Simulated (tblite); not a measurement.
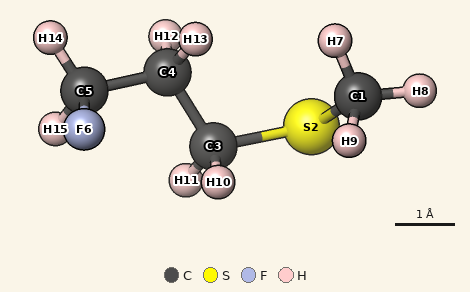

Fig. 1: The input geometry (ball-and-stick view, seen at a tilt; atoms are numbered from 1 in the order of the input). Bond lengths as drawn: C–C 1.52 Å, C–F 1.37 Å, C–H 1.08 to 1.09 Å and C–S 1.82 Å.

**C$_{4}$H$_{9}$FS: molecular dynamics (part 1 of 3)**

- system: C$_{4}$H$_{9}$FS, SMILES CSCCCF
- method: GFN2-xTB Langevin dynamics, gas phase (tblite 0.8.0)

The input
```
{"job": {"kind": "md", "xc": "GFN2-xTB", "basis": "xTB", "temperature": 300, "steps": 2000, "every": 50}, "charge": 0, "multiplicity": 1}
C      2.518255     0.215147     0.171139
S      1.585077    -1.252250     0.692399
C     -0.068912    -0.523834     0.919202
C     -0.769686    -0.238405    -0.401813
C     -2.179754     0.288953    -0.177567
F     -2.139192     1.512053     0.448882
H      2.196462     0.535632    -0.815513
H      3.561986    -0.079313     0.138904
H      2.377575     1.008636     0.899599
H      0.039591     0.385236     1.511045
H     -0.625528    -1.261772     1.497162
H     -0.830125    -1.152907    -0.993581
H     -0.205297     0.504432    -0.968782
H     -2.704485     0.441400    -1.125832
H     -2.760380    -0.375018     0.470602
```

The first line tells a small driver script what to run in tblite; the rest is the geometry in Å.

Hardware: 1 CPU thread, shared host.

Launch command:
```bash
OMP_NUM_THREADS=1 python <driver script> task.json out
```

Output
```
t/fs     T/K      E/eV
    0.0   239.3   -574.83742
   25.0   119.8   -574.42128
   50.0   280.7   -574.57258
   75.0   241.8   -574.49663
  100.0   220.5   -574.41525
  125.0   259.3   -574.44615
  150.0   182.4   -574.27200
  175.0   302.1   -574.47267
  200.0   251.6   -574.41072
  225.0   339.3   -574.57677
  250.0   307.5   -574.39084
  275.0   176.2   -574.20763
  300.0   209.9   -574.37993
  325.0   265.7   -574.43579
  350.0   292.7   -574.47293
  375.0   270.3   -574.48858
  400.0   271.1   -574.30622
  425.0   403.8   -574.37266
  450.0   323.0   -574.08384
  475.0   310.2   -574.27958
  500.0   384.1   -574.30817
  525.0   249.6   -574.08187
  550.0   439.2   -574.31055
  575.0   265.7   -574.02248
  600.0   324.1   -574.16881
  625.0   227.7   -574.23848
  650.0   327.0   -574.33437
  675.0   337.3   -574.46796
  700.0   353.6   -574.46459
  725.0   295.3   -574.51476
  750.0   277.8   -574.27459
  775.0   262.4   -574.42186
  800.0   277.7   -574.43544
  825.0   257.4   -574.52542
  850.0   240.1   -574.25998
  875.0   277.9   -574.37715
  900.0   252.2   -574.19718
  925.0   318.7   -574.41812
  950.0   350.9   -574.31638
  975.0   441.8   -574.57757
 1000.0   229.2   -574.16626
```

Trajectory as extended XYZ (Å, eV, eV/Å), 41 frames, from step=0 to step=40
```
15
Properties=species:S:1:pos:R:3:forces:R:3 step=0 time_fs=0.0 energy=-574.83742 temperature=239.3
C     2.5183    0.2151    0.1711   -0.0008   0.0016   0.0019
S     1.5851   -1.2522    0.6924    0.0054  -0.0007  -0.0019
C    -0.0689   -0.5238    0.9192   -0.0051   0.0034  -0.0011
C    -0.7697   -0.2384   -0.4018    0.0036   0.0006  -0.0028
C    -2.1798    0.2890   -0.1776   -0.0022  -0.0008   0.0019
F    -2.1392    1.5121    0.4489    0.0045   0.0056   0.0020
H     2.1965    0.5356   -0.8155    0.0009  -0.0054   0.0043
H     3.5620   -0.0793    0.1389   -0.0057   0.0045  -0.0007
H     2.3776    1.0086    0.8996    0.0000  -0.0029   0.0002
H     0.0396    0.3852    1.5110    0.0024  -0.0007   0.0021
H    -0.6255   -1.2618    1.4972    0.0039  -0.0007  -0.0016
H    -0.8301   -1.1529   -0.9936    0.0016  -0.0048   0.0020
H    -0.2053    0.5044   -0.9688   -0.0012   0.0016  -0.0052
H    -2.7045    0.4414   -1.1258   -0.0011   0.0032  -0.0067
H    -2.7604   -0.3750    0.4706   -0.0062  -0.0046   0.0057
15
Properties=species:S:1:pos:R:3:forces:R:3 step=1 time_fs=25.0 energy=-574.42128 temperature=119.8
C     2.4748    0.1794    0.1003    0.3727  -0.3582  -2.0961
S     1.5725   -1.2522    0.7189   -0.2473  -0.6984  -0.6339
C    -0.0701   -0.4731    0.9229    0.1280  -0.3586  -0.5539
C    -0.7559   -0.1776   -0.4395    0.5969   0.0422   0.4358
C    -2.1992    0.2595   -0.2098    0.2411   0.8804   0.3289
F    -2.0820    1.4891    0.4530   -0.4125  -0.3532   0.0464
H     2.2054    0.6012   -0.9314    0.2132  -1.0424   1.2548
H     3.5430   -0.0377    0.1391   -0.2581   0.0083  -0.0433
H     2.1908    0.8558    0.8211   -0.0491   2.0649   1.3439
H     0.1392    0.4278    1.4820   -0.3647   0.2852   0.1784
H    -0.6215   -1.1983    1.5359   -0.0321   0.3112  -0.2656
H    -0.7002   -1.0769   -1.0547   -0.0902   0.0975  -0.0348
H    -0.1961    0.6592   -0.9441   -0.5969  -0.7840   0.3752
H    -2.7187    0.5443   -1.1508    0.0917  -0.6200   0.4798
H    -2.7751   -0.4131    0.4832    0.4072   0.5251  -0.8157
15
Properties=species:S:1:pos:R:3:forces:R:3 step=2 time_fs=50.0 energy=-574.57258 temperature=280.7
C     2.3931    0.2484    0.0870    0.1432  -0.1379  -0.6399
S     1.5232   -1.2632    0.7039    0.2666   0.7227  -0.1093
C    -0.1136   -0.4607    0.9014    0.3066  -1.4787   0.2904
C    -0.7245   -0.1729   -0.4508   -0.1880  -0.9834   0.3064
C    -2.1406    0.3028   -0.2351    0.1580   1.4554  -0.4627
F    -2.1080    1.4885    0.4889   -0.1594  -0.2571   0.2198
H     2.0926    0.3932   -0.9840    0.4805  -0.1422   0.9106
H     3.4852    0.0335    0.1545   -0.9718   0.3336  -0.0255
H     2.0908    1.1502    0.6567    0.3424  -0.7489  -0.1646
H     0.1009    0.3805    1.5195   -0.2478   0.7806   0.2908
H    -0.7320   -1.1956    1.4749    0.3961   0.5718  -0.4314
H    -0.8267   -1.1353   -0.9526    0.1563  -0.1150  -0.2745
H    -0.0824    0.4576   -1.0681   -0.4133   0.2726   0.2189
H    -2.5754    0.6247   -1.1863   -0.3193  -0.3717  -0.0777
H    -2.7581   -0.4120    0.3120    0.0499   0.0982  -0.0513
15
Properties=species:S:1:pos:R:3:forces:R:3 step=3 time_fs=75.0 energy=-574.49663 temperature=241.8
C     2.3654    0.2020    0.0804   -0.3971   1.5830  -0.0736
S     1.5268   -1.2625    0.6579   -1.0721   0.0268   0.5497
C    -0.1677   -0.4945    0.8741    1.7974   0.3430  -0.5095
C    -0.8057   -0.1848   -0.4585   -0.0915  -0.9473  -0.1153
C    -2.2049    0.3771   -0.3117    0.0025   0.9579  -0.6637
F    -2.1423    1.4576    0.5481   -0.1873   0.0262  -0.1809
H     2.1481    0.2703   -0.9737    0.1132   0.1815  -0.4564
H     3.4103   -0.0076    0.2062    0.4222   0.2824   0.1741
H     2.0378    1.2097    0.5441    0.5656  -1.7877  -0.2491
H     0.0666    0.3901    1.4508   -0.1939   0.4277   0.0081
H    -0.6730   -1.1496    1.5061   -1.1030  -1.2083   0.6944
H    -0.8379   -1.0876   -1.0972   -0.0603   0.2610   0.3308
H    -0.1660    0.5313   -0.9514    0.0002   0.3925  -0.2849
H    -2.5549    0.7568   -1.3017    0.1329  -0.0338   0.5239
H    -2.9774   -0.2681    0.0834    0.0713  -0.5049   0.2525
15
Properties=species:S:1:pos:R:3:forces:R:3 step=4 time_fs=100.0 energy=-574.41525 temperature=220.5
C     2.4314    0.3006    0.0566   -0.8777  -0.8979  -0.0099
S     1.5055   -1.2106    0.6277    0.7063   0.8908  -0.5770
C    -0.1751   -0.5474    0.7740    0.0635  -0.0776   1.7736
C    -0.8532   -0.1965   -0.5292    0.1344   0.2428  -0.2540
C    -2.2328    0.4090   -0.2667   -0.1008  -0.3316  -0.1369
F    -2.1923    1.4515    0.6167    0.2770   0.7248  -0.3874
H     2.2603    0.5079   -0.9831    0.1814  -0.3688  -0.5559
H     3.4566    0.1481    0.2986    0.5385   0.0057   0.0465
H     1.9838    1.0993    0.5829   -0.1208   0.8518   0.8575
H    -0.2497    0.2646    1.5788    0.3958  -0.5686  -1.3568
H    -0.5490   -1.4172    1.3046   -0.9695  -0.2618  -0.1982
H    -1.0039   -1.0677   -1.2031    0.2647   0.4261   0.5183
H    -0.1618    0.5156   -1.0099   -0.5605  -0.0518  -0.1832
H    -2.7823    0.6707   -1.1919    0.4580   0.3771   0.3478
H    -2.8476   -0.2828    0.2793   -0.3902  -0.9608   0.1155
15
Properties=species:S:1:pos:R:3:forces:R:3 step=5 time_fs=125.0 energy=-574.44615 temperature=259.3
C     2.3885    0.3549    0.1650    0.2191   0.2868  -0.2404
S     1.5278   -1.1526    0.6086   -0.6129  -0.7204  -0.3523
C    -0.2218   -0.6361    0.7171   -0.0444  -0.0857   0.8274
C    -0.8767   -0.1659   -0.6052   -0.0248   0.5569   1.7468
C    -2.2623    0.3517   -0.2154   -0.7677  -0.1419  -0.0417
F    -2.2092    1.4060    0.6559    0.2904   0.4799  -0.1994
H     2.1243    0.7927   -0.8193    0.4764  -0.8324   0.2576
H     3.4344    0.0050    0.2925   -0.5757   0.8461  -0.4136
H     2.0988    1.1194    0.8671    0.2929   0.2035   0.5598
H    -0.2232    0.1356    1.5089   -0.0927   0.1564  -0.6177
H    -0.7474   -1.4893    1.2283    0.3578   0.4827  -0.9663
H    -1.0234   -0.9892   -1.2600    0.0996  -0.6517  -0.6304
H    -0.2713    0.6288   -1.0895   -0.4332  -0.4512   0.3461
H    -2.8777    0.6278   -1.0739    0.2818   0.5461  -0.3388
H    -2.9226   -0.3417    0.3201    0.5335  -0.6751   0.0628
15
Properties=species:S:1:pos:R:3:forces:R:3 step=6 time_fs=150.0 energy=-574.27200 temperature=182.4
C     2.3911    0.3894    0.2571   -1.6150   1.4942  -0.1830
S     1.5079   -1.1847    0.5423   -0.2544   0.1345  -0.2447
C    -0.2630   -0.6545    0.6948    0.9985  -0.1490   0.2252
C    -0.9083   -0.1358   -0.5788   -1.2047  -1.8164   0.7731
C    -2.3384    0.2726   -0.2172   -0.6476   0.8298   0.1923
F    -2.1508    1.3259    0.6699   -0.5071   0.0626   0.0103
H     1.9105    0.9620   -0.5978    0.8205  -1.0436   0.5196
H     3.4191    0.1269    0.0981    0.1706   0.0877  -0.1699
H     2.2666    1.1157    1.0940    0.2716  -0.8849  -0.1268
H    -0.2249    0.0075    1.5339   -0.1384   1.0622   0.1872
H    -0.8099   -1.4997    1.0934    0.0201  -0.5367  -0.3321
H    -0.9326   -1.0062   -1.2604    0.1507   0.7568  -0.1702
H    -0.5038    0.7749   -0.9757    0.6685   0.0213  -0.2812
H    -2.8361    0.6907   -1.0873    0.0018   0.3852  -0.4592
H    -3.1507   -0.3435    0.2368    1.2651  -0.4038   0.0595
15
Properties=species:S:1:pos:R:3:forces:R:3 step=7 time_fs=175.0 energy=-574.47267 temperature=302.1
C     2.3688    0.4011    0.3013   -2.2188   0.8646   0.7057
S     1.4851   -1.1921    0.5120    1.0055  -0.2812   0.0130
C    -0.2203   -0.6996    0.7194    0.0264   1.5494  -0.4204
C    -0.8882   -0.2393   -0.6128    0.0272  -0.3247   1.0033
C    -2.2275    0.3336   -0.2284   -1.4893   0.6471  -0.7046
F    -2.1322    1.3258    0.7309    0.0553  -0.0394  -0.5109
H     1.8687    0.9151   -0.5188    0.4719  -0.1074  -0.3028
H     3.3949    0.2357    0.1675    1.0104  -0.2996  -0.3151
H     2.1867    1.0576    1.1760    0.2335  -0.5752  -0.1377
H    -0.2641    0.1123    1.4711    0.1466  -0.1238  -0.4232
H    -0.7057   -1.5270    1.1759   -0.5045  -0.8488   0.0369
H    -1.1192   -1.1360   -1.2319    0.6704   0.8524   0.0316
H    -0.2756    0.5724   -1.0746   -0.4121  -0.9811   0.0247
H    -2.8155    0.7231   -1.1090    0.8206   0.2984   0.5049
H    -2.9332   -0.3815    0.1786    0.1568  -0.6308   0.4947
15
Properties=species:S:1:pos:R:3:forces:R:3 step=8 time_fs=200.0 energy=-574.41072 temperature=251.6
C     2.2420    0.3938    0.2696    1.4096  -0.7455   0.4657
S     1.5077   -1.2694    0.4546    0.6445   0.4525  -0.5094
C    -0.1797   -0.7517    0.7014   -0.5247   1.1401  -0.0144
C    -0.9063   -0.2409   -0.5900    0.5470  -0.2801   1.1150
C    -2.2339    0.3615   -0.2263   -1.2765   0.1969  -0.7632
F    -2.1278    1.3335    0.7402   -0.1014   0.0063  -0.4512
H     1.9744    0.8950   -0.6408   -0.1582  -0.0440  -0.3778
H     3.3447    0.1757    0.2732   -0.9894   0.5069   0.0254
H     1.9557    0.9901    1.1321    0.1423  -0.0316  -0.0087
H    -0.1569    0.1233    1.3838    0.0041  -0.5179  -0.0864
H    -0.5661   -1.6016    1.2406   -0.8950  -0.1447  -0.2010
H    -1.1250   -1.0615   -1.2640    0.4279   0.0743  -0.3300
H    -0.2550    0.5450   -0.9665   -0.0065  -0.2476  -0.5450
H    -2.8844    0.7168   -1.0974    1.2782   0.3444   0.7145
H    -2.8575   -0.4193    0.1524   -0.5019  -0.7100   0.9666
15
Properties=species:S:1:pos:R:3:forces:R:3 step=9 time_fs=225.0 energy=-574.57677 temperature=339.3
C     2.1921    0.3625    0.1695    1.8634  -0.5609  -0.2010
S     1.5635   -1.3500    0.3555   -0.8088   1.4174   0.0964
C    -0.1996   -0.8040    0.6820    0.4158  -1.3608   0.8490
C    -0.8791   -0.2249   -0.5197   -0.3833   0.5805  -0.1369
C    -2.2644    0.3980   -0.2459    0.8638  -0.4763  -0.2122
F    -2.1060    1.3700    0.7056   -0.3983   0.0269  -0.0891
H     2.0331    0.7289   -0.8400   -0.4266   0.0916   0.1489
H     3.3024    0.2998    0.2642   -0.6503  -0.1119   0.0363
H     1.8619    1.0136    0.9629   -0.4195   0.0027  -0.0509
H    -0.2057   -0.1132    1.5318    0.1509  -0.2164  -0.1418
H    -0.6262   -1.7886    0.9812   -0.1572   0.7732  -0.0601
H    -0.9899   -1.0183   -1.2333   -0.0346  -0.1546  -0.6878
H    -0.2955    0.6057   -0.9117    0.2988  -0.1426  -0.2102
H    -2.6610    0.8309   -1.1679    0.0614   0.3135   0.0921
H    -2.9582   -0.3565    0.0875   -0.3754  -0.1822   0.5675
15
Properties=species:S:1:pos:R:3:forces:R:3 step=10 time_fs=250.0 energy=-574.39084 temperature=307.5
C     2.1634    0.2625    0.0216    0.4949   1.5766   0.1934
S     1.4982   -1.3491    0.2515   -0.2943  -1.3836   0.4471
C    -0.2302   -0.9139    0.6971    0.2606  -1.4806   0.6509
C    -0.8378   -0.3049   -0.5020   -0.2802   2.1530  -1.0238
C    -2.1737    0.4421   -0.2191    0.3034  -1.6523   0.0281
F    -2.1037    1.4107    0.7341    0.4358   0.1185   0.0488
H     2.1049    0.5667   -1.0302   -0.6240   0.3367   0.3788
H     3.2207    0.2670    0.1945    0.7953  -0.5720   0.2691
H     1.8004    0.9733    0.8028   -0.2836  -0.3779  -1.0029
H    -0.1431   -0.3091    1.5905   -0.2271   0.4414  -0.0201
H    -0.7958   -1.8451    0.9800    0.7613   0.6286  -0.2337
H    -0.9639   -1.0532   -1.3013   -0.2519   0.2557   0.3913
H    -0.1696    0.4922   -0.9388   -0.3326  -0.6907   0.4576
H    -2.4477    0.9046   -1.1537   -0.6367   0.2018  -0.2062
H    -2.8837   -0.3123    0.1740   -0.1209   0.4446  -0.3784
15
Properties=species:S:1:pos:R:3:forces:R:3 step=11 time_fs=275.0 energy=-574.20763 temperature=176.2
C     2.2245    0.2605   -0.0905    0.5871  -0.1825   0.9315
S     1.4669   -1.4006    0.1981    0.9774  -0.4418  -0.4480
C    -0.2112   -0.9339    0.6796    0.4651   1.6811   0.0202
C    -0.8967   -0.2603   -0.5100    0.0763  -0.6565  -1.6462
C    -2.2082    0.4474   -0.1822   -0.2168  -2.1019   0.5151
F    -2.0192    1.3883    0.7657    0.2388   0.9377   0.1966
H     2.2316    0.5420   -1.1362   -0.8015   0.2453   0.1565
H     3.2772    0.3466    0.1936    0.1570  -1.0128  -0.0028
H     1.7923    0.8730    0.6948   -0.6762   0.5441  -0.7433
H     0.0057   -0.2759    1.5439   -0.6361   0.2035  -0.4365
H    -0.7932   -1.7412    1.0633   -0.0582  -0.8472  -0.0514
H    -1.0414   -1.0372   -1.3597   -0.1988   0.8395   1.4785
H    -0.2659    0.4661   -1.0228    0.4103   0.2059   0.4480
H    -2.6504    0.8842   -1.0884   -0.1385  -0.0777   0.4594
H    -2.8261   -0.3266    0.3612   -0.1859   0.6633  -0.8774
15
Properties=species:S:1:pos:R:3:forces:R:3 step=12 time_fs=300.0 energy=-574.37993 temperature=209.9
C     2.3073    0.1847   -0.1124    1.5340  -0.6432  -0.1679
S     1.4858   -1.3844    0.1769   -0.0683  -0.5602   0.2171
C    -0.1701   -0.8228    0.6151   -0.5947  -0.1676  -0.0181
C    -0.9303   -0.2430   -0.5864   -0.1025  -1.2216  -0.7459
C    -2.2529    0.3439   -0.1264    0.2051   0.3777  -0.7008
F    -1.8814    1.3286    0.7622   -0.4847   0.2405   0.2371
H     2.3932    0.3341   -1.1846   -0.5345   0.6306   0.1334
H     3.3398    0.0701    0.2262    0.1883  -0.3739  -0.0229
H     1.9519    0.9345    0.5460   -0.9134   0.8163  -0.1229
H    -0.1099   -0.1286    1.4602    0.1496   0.2399  -0.3696
H    -0.7005   -1.6920    1.0318    0.1485  -0.0154  -0.3906
H    -0.9885   -0.9501   -1.4676   -0.4173   0.0649   1.2839
H    -0.4261    0.5627   -1.0567    1.0150   1.0705   0.0369
H    -2.7417    0.8935   -0.9918    0.0243  -0.8306   1.0133
H    -2.8608   -0.3838    0.4320   -0.1495   0.3721  -0.3829
```
